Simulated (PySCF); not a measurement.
Input file:

```
{"job": {"kind": "sp", "xc": "M06-2X", "basis": "ma-def2-TZVP", "grid": 3}, "charge": 1, "multiplicity": 1}
Si     0.005064     0.002385    -0.011473
H     -0.144871     1.473657    -0.017700
H     -1.191262    -0.862639     0.076536
H      1.351491    -0.603943    -0.093078
```

Command:

```sh
OMP_NUM_THREADS=1 python redox_run.py task.json out
```

Geometry: PBE0-D3(BJ)/def2-SVP.

Level of theory: PySCF, DFT single point, gas phase, functional M06-2X.

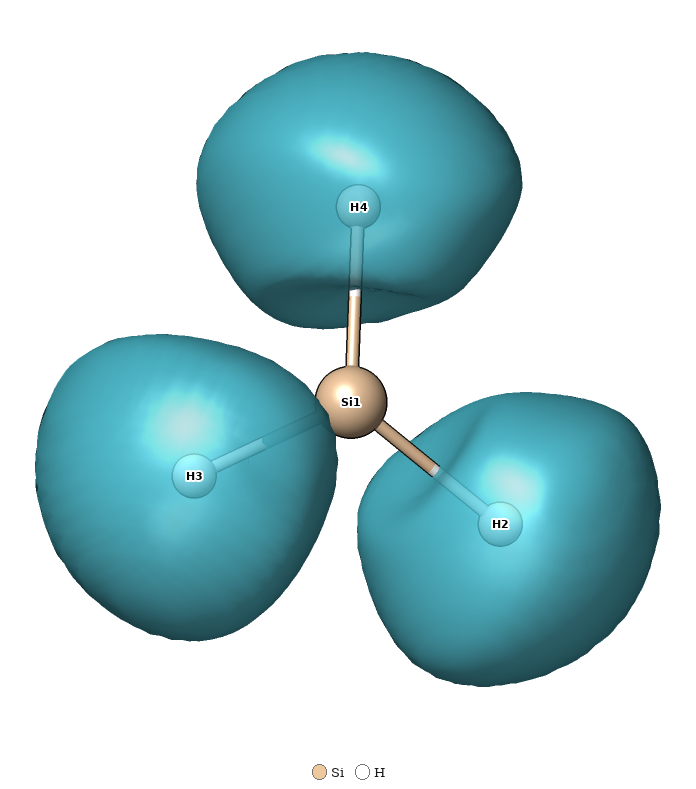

H3Si (charge +1). Isosurface of the electron localisation function at 0.85 (cyan), seen at a tilt. Core shells and regions of very low density are left out.

Q: Identify the bonds, lone pairs and shells in this picture.

A: The surface consists of three regions around hydrogen nuclei. Along the contacts the grid gives the following. Si–H (1.48 Å): the ELF climbs to about 1 towards the hydrogen, as it does in any bond to H.
